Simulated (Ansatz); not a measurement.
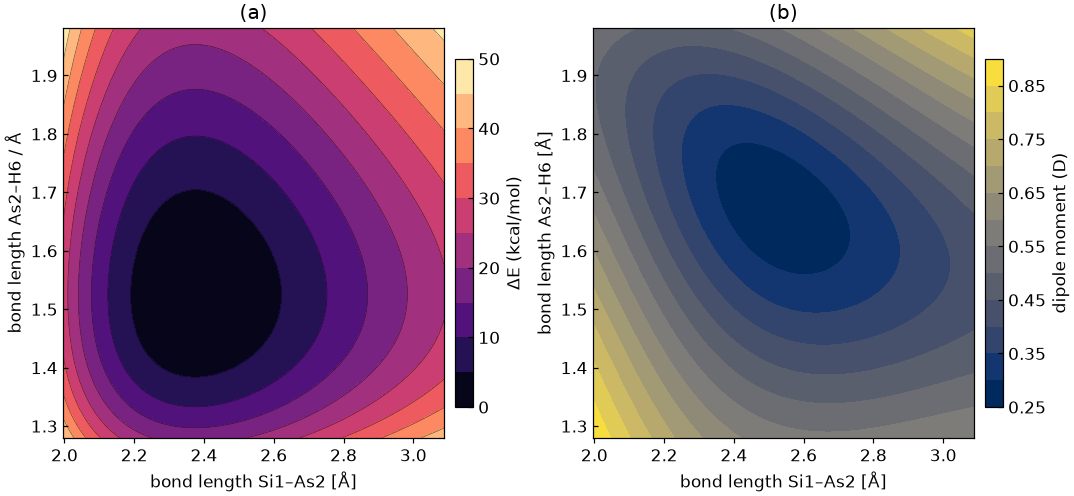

AsH4Si, SMILES [SiH2][AsH2], spin multiplicity 2. The first coordinate is: bond length Si1–As2; the second: bond length As2–H6. Nothing is relaxed (all other coordinates rigid). The grid has 11 × 11 points. Energies are in kcal/mol, from the relaxed molecule at the same level. These are results of Ansatz 0.2.0, UKS B3LYP-D4/def2-TZVP, not measurements.

Panel (a) is the energy and panel (b) the computed dipole moment on the same grid.

The picture shows filled contours. Between grid points the surface is interpolated.

How does the dipole moment vary over the map, and what is it at the lowest grid point?

Answer. Leaving out the highest fifth of the energies, it runs from 0.27 D at bond length Si1–As2 = 2.542 Å, bond length As2–H6 = 1.701 Å to 0.74 D at bond length Si1–As2 = 2.105 Å, bond length As2–H6 = 1.350 Å. At the lowest grid point, bond length Si1–As2 = 2.323 Å, bond length As2–H6 = 1.491 Å, it is 0.45 D.

```tsv
bond length As2–H6 ↓, bond length Si1–As2 →	1.996	2.105	2.214	2.323	2.433	2.542	2.651	2.761	2.870	2.979	3.088
1.981	0.54	0.50	0.48	0.49	0.51	0.55	0.60	0.66	0.72	0.77	0.82
1.911	0.51	0.46	0.42	0.41	0.42	0.46	0.50	0.56	0.62	0.67	0.72
1.841	0.51	0.44	0.38	0.35	0.34	0.37	0.41	0.47	0.52	0.58	0.62
1.771	0.53	0.45	0.37	0.31	0.29	0.30	0.34	0.39	0.44	0.49	0.54
1.701	0.57	0.48	0.39	0.32	0.27	0.27	0.29	0.33	0.38	0.43	0.48
1.631	0.63	0.52	0.43	0.34	0.29	0.27	0.28	0.31	0.35	0.39	0.43
1.561	0.68	0.58	0.48	0.39	0.33	0.30	0.30	0.32	0.35	0.39	0.42
1.491	0.74	0.63	0.53	0.45	0.39	0.36	0.35	0.36	0.38	0.41	0.44
1.421	0.79	0.69	0.59	0.52	0.46	0.43	0.42	0.42	0.44	0.46	0.48
1.350	0.85	0.74	0.65	0.58	0.53	0.50	0.49	0.49	0.50	0.52	0.53
1.280	0.90	0.80	0.71	0.64	0.60	0.57	0.56	0.56	0.57	0.59	0.60
```
